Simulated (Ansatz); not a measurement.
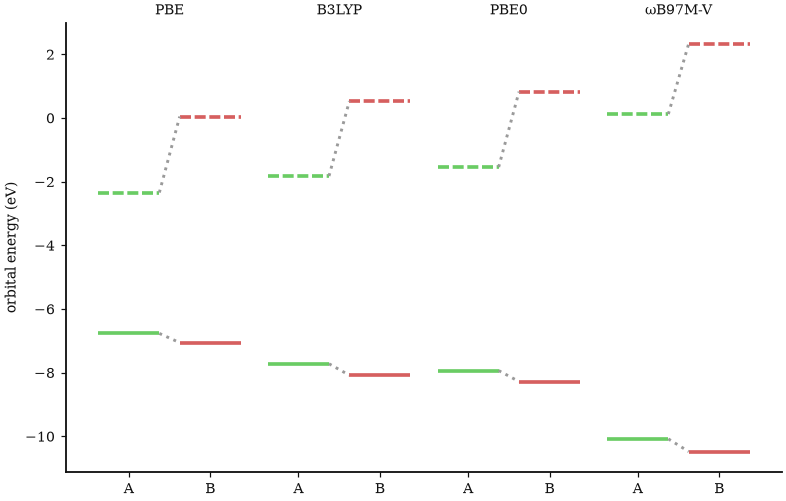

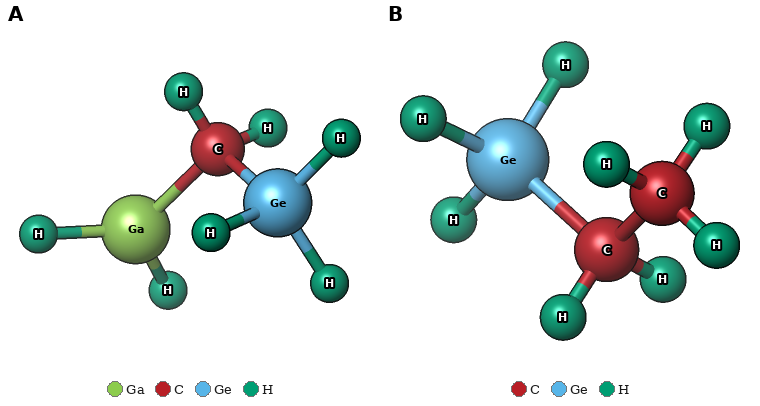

One change: A, CH₇GaGe (SMILES [GaH2][CH2][GeH3]), becomes B, C₂H₈Ge (SMILES C[CH2][GeH3]). GaH₂ on C is replaced by CH₃. HOMO (solid) and LUMO (dashed) computed in def2-TZVPP at PBE0-D4/def2-TZVP geometries, both minima by their frequencies, gas phase, the Ansatz code. Empty levels above zero depend strongly on the basis.

**What does the change do to HOMO and LUMO?**

PBE: the HOMO falls by 0.29 eV, the LUMO rises by 2.39 eV, and the separation goes from 4.43 to 7.10 eV. B3LYP: the HOMO falls by 0.36 eV, the LUMO rises by 2.35 eV, and the separation goes from 5.90 to 8.61 eV. PBE0: the HOMO falls by 0.35 eV, the LUMO rises by 2.37 eV, and the separation goes from 6.39 to 9.11 eV. ωB97M-V: the HOMO falls by 0.40 eV, the LUMO rises by 2.21 eV, and the separation goes from 10.20 to 12.81 eV.

**Do the functionals agree on the effect?**

They agree on the direction for both levels; the HOMO shift lies between −0.40 and −0.29 eV and the LUMO shift between 2.21 and 2.39 eV, while the separations themselves differ by up to 5.8 eV between functionals.
